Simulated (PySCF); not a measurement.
# PdNBr: rigid scans about the minimum

How stiff is PdNBr (triplet) against rigid distortions? The scans start from its PBE0 minimum.

The runs use PySCF 2.14.0; PBE0, basis Pd def2-SVP with ECP28, N def2-SVP, Br def2-SVP, scalar-relativistic core potentials, no spin–orbit coupling, density fitting.

**1. The starting structure**

3 atoms, charge 0, spin multiplicity 3.

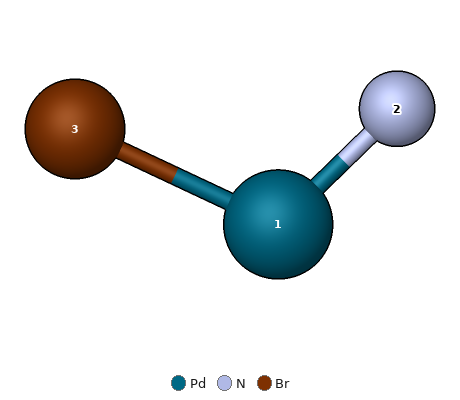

Start geometry, drawn with palladium blue, nitrogen light blue, bromine brown; atoms are numbered from 1 in the order of the file.

Coordinates in bohr (charge 0 multiplicity 3):
```
Pd   -0.6593   -0.6593   -1.4302
N     0.9508    0.9508   -3.8185
Br    0.7154    0.7154    2.5946
```

**2. Density, ELF and potential**

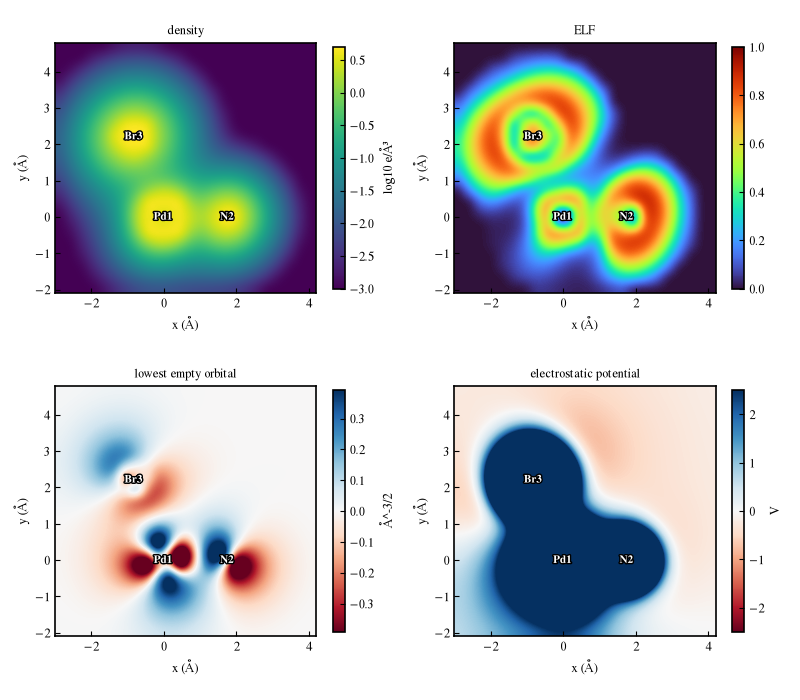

The plane holds Pd1 at (0.00, 0.00), N2 at (1.75, 0.00), Br3 at (-0.83, 2.21) Å. ELF is set to 0 where the density is under 0.005 e/Å³; an orbital's overall sign is arbitrary. The potential's colours end at ±2.5 V. Electrons inside core potentials are absent.

Values on the line from Pd1 (at 0) through N2 (at 1.746 Å):

| distance (Å) | density (e/Å³) | ELF | electrostatic potential (V) | spin density (e/Å³) |
| --- | --- | --- | --- | --- |
| 0.79 | 2.14 | 0.381 | 34.5 | -0.0637 |
| 0.96 | 1.53 | 0.479 | 22.8 | 0.01 |
| 1.14 | 1.86 | 0.767 | 27.6 | 0.112 |
| 1.31 | 2.77 | 0.649 | 56.9 | 0.293 |
| 1.48 | 4.92 | 0.0824 | 154 | 0.501 |
| 1.66 | 145 | 0.997 | 772 | 0.534 |
| 1.92 | 18.3 | 0.46 | 292 | 0.55 |
| 2.10 | 3.37 | 0.34 | 87.4 | 0.475 |
| 2.27 | 1.92 | 0.839 | 32.1 | 0.229 |
| 2.44 | 0.961 | 0.881 | 12.2 | 0.0998 |
| 2.62 | 0.445 | 0.845 | 4.6 | 0.0437 |
| 2.79 | 0.195 | 0.751 | 1.6 | 0.0183 |

Making the fields needed 0.7 s of wall time on 2 threads of Arm Neoverse V2, shared host.

**3. Breathing scan**

One driver script runs all scans and calls PySCF for each point, on a (75, 302) grid.

The run is started by

```console
> OMP_NUM_THREADS=2 python axn.py task.json out
```

A rigid scan with PBE0: all bonds to the central atom are scaled together. Each point starts from its neighbour's orbitals, and energies count from the minimum.

| scale of all bonds to the centre | energy (kJ/mol) | dipole size (D) | ⟨S²⟩ |
| --- | --- | --- | --- |
| 0.88 | 166.9 | 2.33 | 2.02 |
| 0.92 | 62.7 | 2.62 | 2.02 |
| 0.96 | 13.3 | 2.90 | 2.04 |
| 1.00 | 0.0 | 3.18 | 2.06 |
| 1.04 | 9.6 | 3.44 | 2.11 |
| 1.08 | 32.7 | 3.69 | 2.20 |
| 1.14 | 79.3 | 4.07 | 2.39 |
| 1.22 | 146.1 | 4.53 | 2.63 |
| 1.35 | 241.1 | 4.99 | 2.88 |

The scan took 18 s.

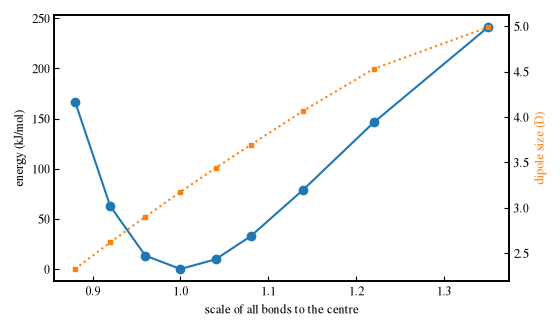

Energy (circles) and dipole moment (squares) along the scan.

⟨S²⟩ grows along the scan: the determinant mixes in higher spin as the pair uncouples.

**4. Stretching one bond**

A rigid scan with PBE0: the bond from Pd to the last atom (Br) is scaled and the rest held.

| scale of one bond | energy (kJ/mol) | dipole size (D) | ⟨S²⟩ |
| --- | --- | --- | --- |
| 0.92 | 27.4 | 2.67 | 2.05 |
| 0.96 | 5.9 | 2.92 | 2.05 |
| 1.00 | 0.0 | 3.18 | 2.06 |
| 1.05 | 6.8 | 3.50 | 2.07 |
| 1.12 | 31.4 | 3.94 | 2.09 |
| 1.20 | 68.4 | 4.35 | 2.13 |
| 1.35 | 134.6 | 4.45 | 2.36 |
| 1.55 | 189.4 | 3.84 | 2.66 |
| 1.80 | 219.2 | 3.14 | 2.84 |
| 2.20 | 233.5 | 2.71 | 2.96 |

The scan took 22 s.

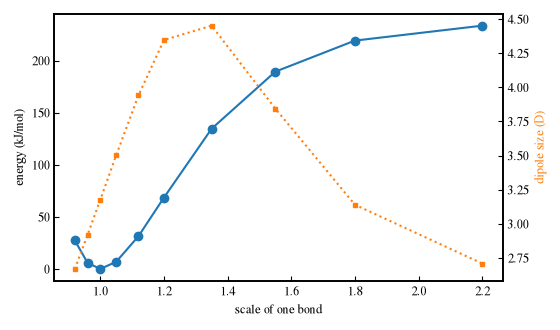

Energy (circles) and dipole moment (squares) along the scan.

⟨S²⟩ grows along the scan: the determinant mixes in higher spin as the pair uncouples.

**5. Bending curve**

A rigid scan with PBE0: the N–Pd–Br angle changes, with bonds held.

| bond angle (°) | energy (kJ/mol) | dipole size (D) | ⟨S²⟩ |
| --- | --- | --- | --- |
| 80 | 30.7 | 4.03 | 2.03 |
| 90 | 12.1 | 3.86 | 2.04 |
| 100 | 2.7 | 3.55 | 2.05 |
| 110 | 0.0 | 3.20 | 2.06 |
| 120 | 2.3 | 2.84 | 2.08 |
| 130 | 8.0 | 2.52 | 2.10 |
| 140 | 15.6 | 2.22 | 2.14 |
| 150 | 24.0 | 1.96 | 2.18 |
| 160 | 31.9 | 1.71 | 2.23 |
| 170 | 39.1 | 1.47 | 2.29 |
| 180 | 43.5 | 1.15 | 2.35 |

The scan took 23 s.

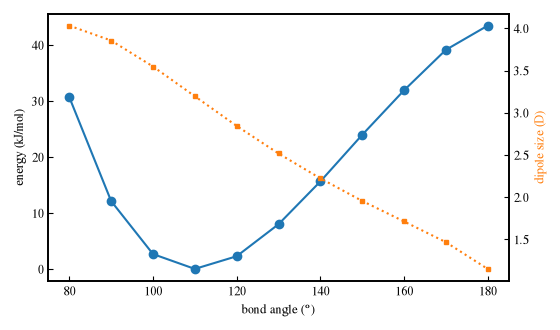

Energy (circles) and dipole moment (squares) along the scan.

The curve is still steep at the linear shape, where a smooth barrier would flatten; the steps are too wide to tell a flat top from a crossing of states, so the last point is a rough barrier.

Spin contamination is strong at some points.

**6. Outcome**

| quantity | value |
| --- | --- |
| all bonds 4 % longer | 9.6 kJ/mol |
| one bond 20 % longer | 68.4 kJ/mol |

What this shows: The well is lopsided, 13.3 kJ/mol for 4 % shorter bonds against 9.6 for 4 % longer ones. This is the lowest SCF solution found for this spin; with open d or f shells other occupations or spin states may lie lower.
